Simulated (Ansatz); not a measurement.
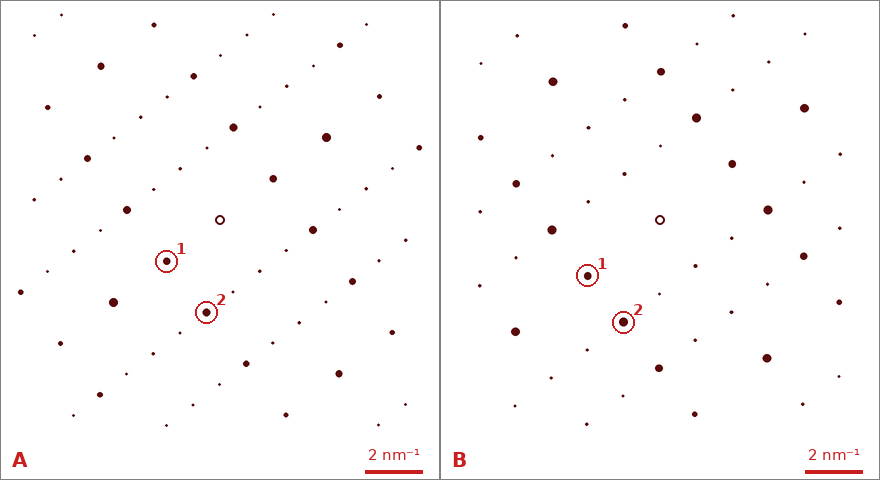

Kinematic electron diffraction patterns (300 kV, B = 0.5 Å², same scale) along [010] of the run's own cell, for the start and the end of one relaxation of NbPbI with DFT PBE, scalar-relativistic, plane waves, PAW in Ansatz. k mesh 12×12×6. The start is a generated model structure, and the relaxation ends in the nearest stationary point of its symmetry, not necessarily the ground state. Spot 1 is 0 0 -2 and spot 2 is -1 0 -2 in both.

Start structure:

```yaml
crystal:
  lattice:
    - [4.99642, 0.00000, 0.00000]
    - [-2.49821, 4.32703, 0.00000]
    - [0.00000, 0.00000, 8.33830]
  atoms:
    - { symbol: Nb, position: [0.00000, 0.00000, 0.00000] }
    - { symbol: Nb, position: [0.00000, 0.00000, 0.50000] }
    - { symbol: Pb, position: [0.33333, 0.66667, 0.75000] }
    - { symbol: Pb, position: [0.66667, 0.33333, 0.25000] }
    - { symbol: I, position: [0.33333, 0.66667, 0.25000] }
    - { symbol: I, position: [0.66667, 0.33333, 0.75000] }
```

Which pattern belongs to the start structure, and which to the relaxed one?

A is the start: its cell gives d(1) = 4.169 Å, d(2) = 3.002 Å and an angle of 43.9°. B is the relaxed structure, with d(1) = 3.069 Å (-26.4 %), d(2) = 2.588 Å (-13.8 %) and 32.5°.

Name reflections whose intensity changes strongly on relaxation.

3 0 0 goes from 45 to 99 % of the strongest spot.

What did the relaxation do to the structure and the energy?

The volume changed by -9.0 % to 27.36 Å³ an atom; the fractional coordinates hardly changed; the space group stayed P6_3/mmc (No. 194); the free energy fell by 600 meV an atom. Relaxed cell: a = 5.557 Å, b = 5.557 Å, c = 6.138 Å, α = 90.00°, β = 90.00°, γ = 120.00°.
